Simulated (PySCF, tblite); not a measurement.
# C₄H₇NOSi: geometry, infrared bands and NMR shifts

Aim: predict the infrared bands and NMR shifts of C₄H₇NOSi (`C[SiH2]c1cnoc1`).

Computed with tblite 0.8.0 and PySCF 2.14.0, with density-fitted response routines of our own, on a single molecule in the gas phase. Atoms are numbered from 0 throughout.

**1. The starting structure**

14 atoms, charge 0, multiplicity 1; geometry from: force field or distance geometry start.

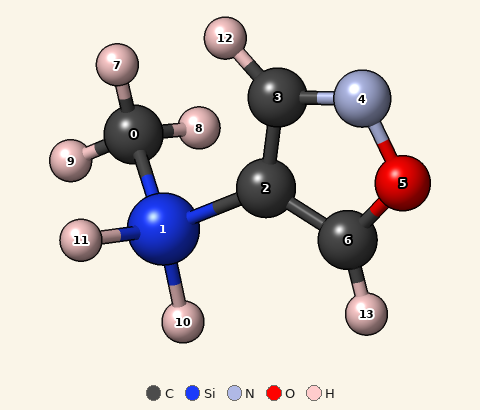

As it starts; carbon dark grey, silicon blue, nitrogen light blue, oxygen red, hydrogen pink, atoms numbered.

**2. Optimising the geometry with GFN2-xTB**

The job: settings as JSON, then the geometry in Å.

```
{"job": {"kind": "relax", "xc": "GFN2-xTB", "basis": "xTB"}, "charge": 0, "multiplicity": 1}
C     -2.097200     0.632200     0.157400
Si    -0.935400    -0.772700    -0.273100
C      0.819700    -0.220900    -0.059500
C      1.329600     0.496100     1.005800
N      2.645500     0.689400     0.756300
O      2.943400     0.161300    -0.401600
C      1.873800    -0.398700    -0.938200
H     -1.885000     0.968700     1.209500
H     -1.885600     1.444100    -0.585600
H     -3.121400     0.245000     0.055300
H     -1.212700    -1.253300    -1.640600
H     -1.120000    -1.884600     0.697900
H      0.758100     0.801900     1.892800
H      1.886400    -0.909200    -1.898600
```

Started as:

```bash
OMP_NUM_THREADS=1 python probes_run.py task.json out
```

One launch serves the whole session: the jobs run in the order shown.

Output:

```text
step      E/eV     max force
  0    -565.42584    2.698
  1    -565.63249    1.034
  2    -565.70181    0.603
  3    -565.74235    0.537
  4    -565.76173    0.349
  5    -565.77467    0.291
  6    -565.78460    0.276
  7    -565.79207    0.203
  8    -565.79580    0.143
  9    -565.79848    0.139
 10    -565.80048    0.119
 11    -565.80202    0.105
 12    -565.80314    0.106
 13    -565.80382    0.065
 14    -565.80414    0.041
 15    -565.80432    0.043
 16    -565.80453    0.052
 17    -565.80478    0.048
 18    -565.80497    0.034
 19    -565.80507    0.024
 20    -565.80513    0.023
 21    -565.80522    0.038
 22    -565.80535    0.046
 23    -565.80550    0.035
 24    -565.80559    0.017
 25    -565.80563    0.015
 26    -565.80566    0.017
 27    -565.80572    0.025
 28    -565.80579    0.026
 29    -565.80585    0.020
 30    -565.80589    0.015
 31    -565.80592    0.018
 32    -565.80595    0.016
 33    -565.80597    0.013
 34    -565.80599    0.011
 35    -565.80600    0.011
 36    -565.80602    0.012
 37    -565.80604    0.013
 38    -565.80607    0.014
 39    -565.80609    0.014
 40    -565.80612    0.013
 41    -565.80613    0.009
```

It took 0.24 s on 1 thread of Arm Neoverse V1, shared host.

Along the way: (not every step is listed)

```csv
step,energy from step 0 (eV),largest force (eV/Å)
0,0.0000,2.6983
1,-0.2066,1.0337
2,-0.2760,0.6030
3,-0.3165,0.5370
4,-0.3359,0.3491
5,-0.3488,0.2910
6,-0.3588,0.2758
7,-0.3662,0.2034
8,-0.3700,0.1432
10,-0.3746,0.1187
12,-0.3773,0.1060
14,-0.3783,0.0408
16,-0.3787,0.0519
18,-0.3791,0.0341
20,-0.3793,0.0229
22,-0.3795,0.0459
24,-0.3798,0.0175
26,-0.3798,0.0167
28,-0.3800,0.0264
30,-0.3800,0.0152
32,-0.3801,0.0158
34,-0.3801,0.0112
36,-0.3802,0.0122
37,-0.3802,0.0135
38,-0.3802,0.0139
39,-0.3803,0.0136
40,-0.3803,0.0131
41,-0.3803,0.0094
```

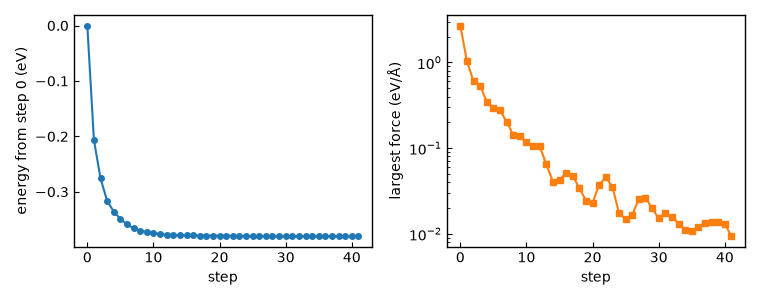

Energy and force, step by step.

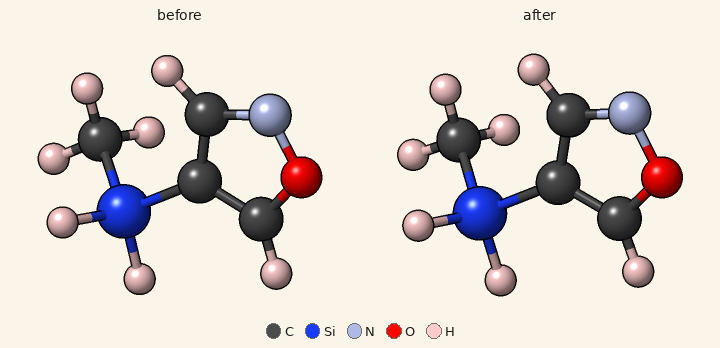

Before and after, at one scale.

Close pairs (by a distance rule), those that changed most:

```csv
bond,before (Å),after (Å),change (Å)
C3–N4,1.353,1.300,-0.053
N4–O5,1.307,1.353,+0.046
C2–C3,1.382,1.422,+0.040
C0–H7,1.125,1.087,-0.038
C0–H8,1.121,1.087,-0.034
C3–H12,1.099,1.071,-0.028
C0–Si1,1.873,1.897,+0.024
Si1–C2,1.852,1.874,+0.022
```

The final coordinates are the input of the step that follows.

**3. Infrared spectrum with GFN2-xTB**

The job: settings as JSON, then the geometry in Å.

```
{"job": {"kind": "ir", "xc": "GFN2-xTB", "basis": "xTB"}, "charge": 0, "multiplicity": 1}
C     -2.119685     0.620509     0.146892
Si    -0.972681    -0.833972    -0.261940
C      0.797359    -0.245370    -0.076859
C      1.386270     0.483805     0.992410
N      2.647230     0.719476     0.779035
O      2.955627     0.170148    -0.417872
C      1.859400    -0.401154    -0.922427
H     -1.956258     0.983121     1.158263
H     -1.957699     1.455041    -0.530314
H     -3.162619     0.329095     0.067403
H     -1.156001    -1.283181    -1.646473
H     -1.194882    -1.944932     0.672695
H      0.919407     0.830114     1.891837
H      1.953854    -0.883173    -1.874814
```

Output:

```text
mode    cm-1     km/mol
  1       8.6      0.28
  2     102.4      1.80
  3     121.0      0.43
  4     186.7      1.01
  5     244.7      1.13
  6     449.1     18.51
  7     457.3     53.52
  8     567.2      2.14
  9     608.6     12.44
 10     637.4     17.33
 11     683.4    166.08
 12     756.9     73.65
 13     776.0    236.43
 14     800.1      2.51
 15     825.4     81.01
 16     835.7    223.48
 17     868.8      0.28
 18     895.7      5.63
 19     970.5     37.59
 20     986.6     65.28
 21    1094.4     10.99
 22    1125.8      8.21
 23    1202.0     34.69
 24    1312.0     43.46
 25    1371.7     11.07
 26    1441.9     32.62
 27    1481.5      0.22
 28    1485.6      0.38
 29    1559.4    124.65
 30    2219.8    386.85
 31    2234.8    244.78
 32    3032.4     29.66
 33    3034.7     17.95
 34    3046.3     21.60
 35    3174.2      6.56
 36    3184.8     12.23
```

It took 0.42 s on 1 thread of Arm Neoverse V1, shared host.

Which atoms move in the most intense modes:

```csv
cm⁻¹,km/mol,atoms
683,166.1,"H11 41 %, H10 28 %"
757,73.7,"C0 36 %, Si1 24 %, H10 12 %, H11 12 %"
776,236.4,"H10 36 %, H11 35 %, Si1 16 %"
825,81.0,"H7 35 %, H8 33 %, C0 17 %"
836,223.5,"H9 38 %, C0 15 %, H8 14 %, H7 10 %"
1559,124.7,"C2 33 %, C3 26 %, C6 25 %, N4 12 %"
2220,386.9,H11 90 %
2235,244.8,H10 90 %
```

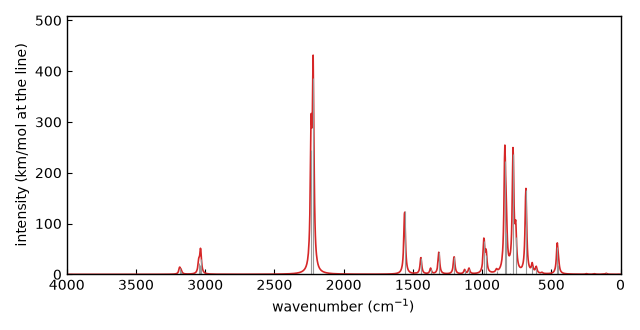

The infrared spectrum from these modes, unscaled. Lines are broadened to a width of 14 cm⁻¹ (Lorentzian).

**4. NMR shieldings: PBE0/pcSseg-1**

Settings changed since step 3:

```diff
@@ -1,2 +1,2 @@
-{"job": {"kind": "ir", "xc": "GFN2-xTB", "basis": "xTB"}, "charge": 0, "multiplicity": 1}
+{"job": {"kind": "nmr", "xc": "PBE0", "basis": "pcSseg-1"}, "charge": 0, "multiplicity": 1}
 C     -2.119685     0.620509     0.146892
```

With the program's defaults for keys left out, this is: GIAO PBE0/pcSseg-1 NMR shielding, non-relativistic, gas phase.

Output:

```text
coarse grid: 12456 points
cycle   1  E = -575.4665608533  dE =  1.063e+00  |g| = 4.704e-01  |ddm| = 3.491e+00
cycle   2  E = -575.4534842545  dE =  1.308e-02  |g| = 5.294e-01  |ddm| = 7.351e-01
cycle   3  E = -575.5148544152  dE = -6.137e-02  |g| = 8.838e-02  |ddm| = 4.073e-01
cycle   4  E = -575.5161702265  dE = -1.316e-03  |g| = 3.315e-02  |ddm| = 7.065e-02
cycle   5  E = -575.5163801632  dE = -2.099e-04  |g| = 9.870e-03  |ddm| = 2.848e-02
cycle   6  E = -575.5163945676  dE = -1.440e-05  |g| = 5.915e-03  |ddm| = 1.236e-02
cycle   7  E = -575.5164027314  dE = -8.164e-06  |g| = 6.837e-04  |ddm| = 5.054e-03
final grid: 116568 points
cycle   8  E = -575.5658454528  dE = -1.802e-05  |g| = 1.095e-02  |ddm| = 2.440e-02
cycle   9  E = -575.5658069259  dE =  3.853e-05  |g| = 1.830e-02  |ddm| = 1.695e-02
cycle  10  E = -575.5658673547  dE = -6.043e-05  |g| = 2.317e-03  |ddm| = 1.107e-02
cycle  11  E = -575.5658685614  dE = -1.207e-06  |g| = 3.335e-04  |ddm| = 1.926e-03
cycle  12  E = -575.5658685805  dE = -1.910e-08  |g| = 1.806e-04  |ddm| = 3.940e-04
cycle  13  E = -575.5658685877  dE = -7.243e-09  |g| = 4.775e-05  |ddm| = 1.666e-04
cycle  14  E = -575.5658685881  dE = -4.397e-10  |g| = 2.123e-05  |ddm| = 5.260e-05
converged SCF energy = -575.5658685881

GIAO shielding tensors (ppm)
atom      isotropic    diamagn.    paramagn.     s11        s22        s33       span
  0 C      192.551     253.214     -60.663    188.414    191.219    198.020      9.606
  1 Si     407.617     881.037    -473.420    380.427    404.472    437.953     57.525
  2 C       74.164     257.597    -183.433     -2.380     58.809    166.065    168.445
  3 C       30.698     249.586    -218.888    -80.228     43.796    128.528    208.756
  4 N     -157.083     319.944    -477.027   -402.049   -137.788     68.587    470.636
  5 O      -84.066     398.476    -482.543   -205.264   -187.561    140.626    345.890
  6 C       17.067     254.266    -237.199    -76.039     22.012    105.229    181.268
  7 H       31.144      31.364      -0.220     26.169     29.269     37.993     11.825
  8 H       31.352      31.024       0.328     27.130     28.925     38.000     10.870
  9 H       31.380      28.528       2.852     26.707     27.875     39.557     12.850
 10 H       26.982      29.640      -2.658     22.953     25.903     32.090      9.137
 11 H       26.917      29.045      -2.128     23.812     24.907     32.032      8.220
 12 H       23.428      30.928      -7.501     21.190     21.580     27.513      6.323
 13 H       23.169      30.838      -7.669     21.100     22.223     26.186      5.086
```

Run time: 27 s. Hardware: 1 thread of Arm Neoverse V1, shared host; peak memory 0.73 GiB.

Shifts follow as δ = σ(reference) − σ, with reference shieldings (ppm) from runs at the same level and on the same kind of geometry: 1H TMS 31.72, 13C TMS 186.9, 29Si TMS 349.2, 15N NH3 267.7, 17O H2O 336.1. The references are single molecules in the gas phase, so shifts against H2O, NH3, PH3, H3PO4 or CFCl3 are not on the usual liquid scales and can be off by tens of ppm. Atoms listed in one row are averaged.

```csv
atoms,environment,σ (ppm),δ (ppm),δ scaled to CDCl3
C6,aromatic CH next to the ring oxygen,17.1,169.9,163.9
C3,aromatic CH next to a ring nitrogen,30.7,156.2,150.6
C2,substituted aromatic carbon,74.2,112.8,108.1
C0,methyl carbon bonded to Si,192.6,-5.6,-7.4
H13,hydrogen on an aromatic CH next to the ring oxygen,23.17,8.55,8.16
H12,hydrogen on an aromatic CH next to a ring nitrogen,23.43,8.29,7.92
"H10, H11",hydrogen on a silicon bonded to 2 C,26.95,4.77,–
"H7, H8, H9",hydrogen on a methyl carbon bonded to Si,31.29,0.43,0.51
Si1,"silicon bonded to 2 C, 2 H",407.6,-58.5,–
N4,pyridine-type nitrogen of an azole,-157.1,424.8,–
O5,aromatic ring oxygen,-84.1,420.1,–
```

The scaled column applies a straight-line fit of computed shieldings to shifts measured in CDCl3 (root-mean-square error 0.16 ppm for H, 1.9 ppm for C).

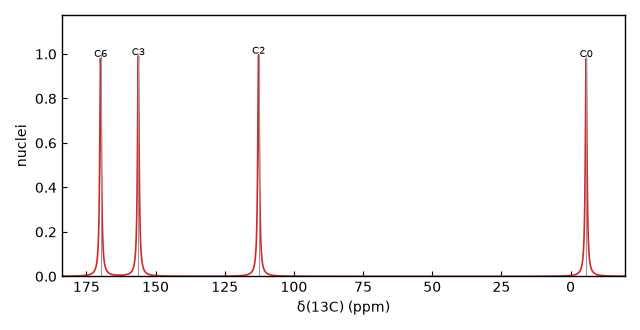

13C lines at the computed shifts, without couplings. Lines are broadened to a width of 0.70 ppm (Lorentzian).

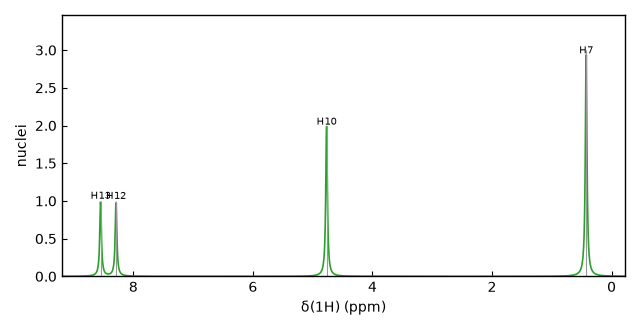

1H lines at the computed shifts, without couplings. Lines are broadened to a width of 0.03 ppm (Lorentzian).

The run also stored atomic charges by several schemes (e):

```csv
atoms,Mulliken,IAO,Hirshfeld,ESP fit
C0,-0.63,-0.72,-0.21,-0.54
Si1,0.72,0.78,0.35,0.58
C2,-0.57,-0.38,-0.14,-0.43
C3,0.15,-0.05,-0.01,0.34
N4,-0.13,-0.12,-0.12,-0.41
O5,-0.27,-0.14,-0.02,-0.05
C6,0.25,0.04,0.03,0.17
```

Hirshfeld charges:

C0 -0.21; Si1 0.35; C2 -0.14; C3 -0.01; N4 -0.12; O5 -0.02; C6 0.03; H7 0.04; H8 0.05; H9 0.04; H10 -0.08; H11 -0.08; H12 0.07; H13 0.08

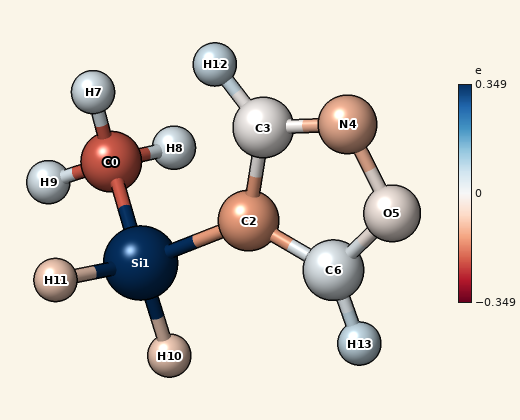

Hirshfeld charges, as colours on the atoms.

Mayer bond orders: C0–Si1 0.96, Si1–C2 0.84, C2–C3 1.24, C3–N4 1.64, N4–O5 1.01, O5–C6 1.10, C6–C2 1.60.

Ring of atoms C2, C3, N4, O5, C6: NICS(0) -11.9, NICS(1) -11.6, NICS(1)zz -29.2 ppm (means of both faces).

The fields below are evaluated on a grid from the run's orbitals.

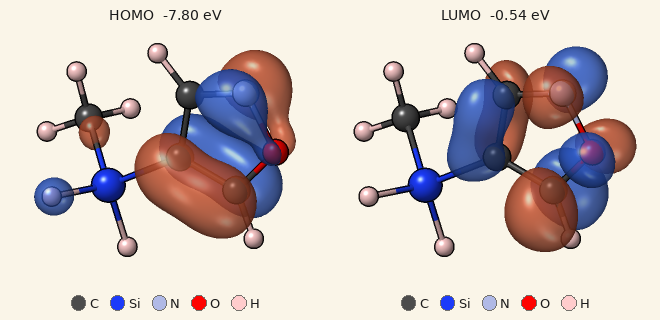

Frontier orbitals at PBE0/pcSseg-1; each surface holds 70 % of the orbital's density, blue and red mark the sign.

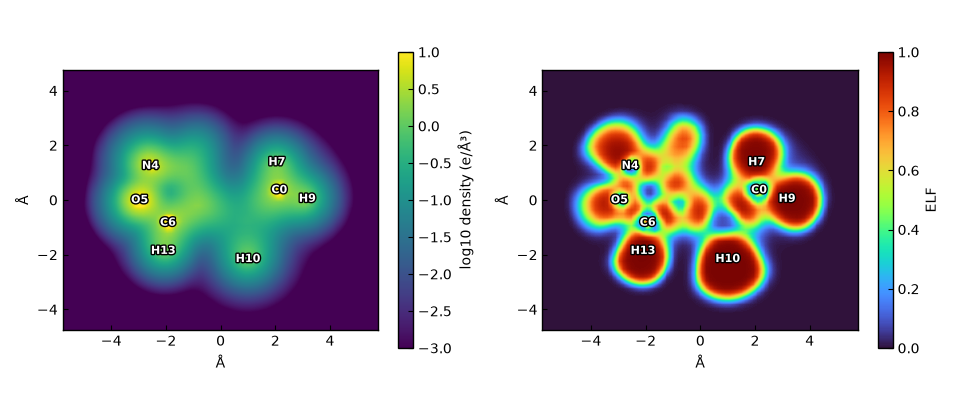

Density (left) and ELF (right) in a plane through or near 8 of the atoms.

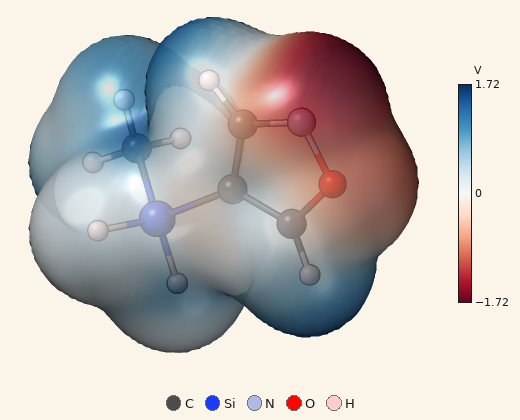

The potential that a unit positive charge feels on the 0.002 e/bohr³ surface, from the 1st to the 99th percentile, from -1.72 V near N4 to 1.41 V near H13.

**5. What came out**

```
                                                              quantity                          value
                             strongest single infrared mode (GFN2-xTB)          2220 cm⁻¹, 387 km/mol
                                          zero-point energy (GFN2-xTB)                  62.6 kcal/mol
                                13C shifts against TMS (PBE0/pcSseg-1)  169.9, 156.2, 112.8, -5.6 ppm
1H shifts against TMS (PBE0/pcSseg-1, means over atoms taken as alike)     8.55, 8.29, 4.77, 0.43 ppm
                               29Si shifts against TMS (PBE0/pcSseg-1)                      -58.5 ppm
                                15N shifts against NH3 (PBE0/pcSseg-1)                      424.8 ppm
                                17O shifts against H2O (PBE0/pcSseg-1)                      420.1 ppm
                                 surface potential, 1st and 99th percentile             -1.72 V and 1.41 V
```

The optimisation took 41 steps and gained 0.380 eV; among the close pairs (by a distance rule), C3–N4 changed most, from 1.353 to 1.300 Å. No mode is imaginary among the 36: a minimum at this level. The strongest single mode, at 2220 cm⁻¹, moves mainly H11. Unscaled tight-binding wavenumbers are off by several per cent, some by more. Its intensities can rank the bands wrongly. At PBE0/pcSseg-1: The largest span, 471 ppm, is at N4, where the paramagnetic term is -477 ppm. NICS(1)zz of -29 ppm above the planar ring from C2 marks a diatropic (aromatic) ring current. At PBE0/pcSseg-1, counted by nearest atom on the grid, the HOMO lies on C2, C6 about 29 % each; N4 25 %, the LUMO on C6 27 %; N4 21 %.
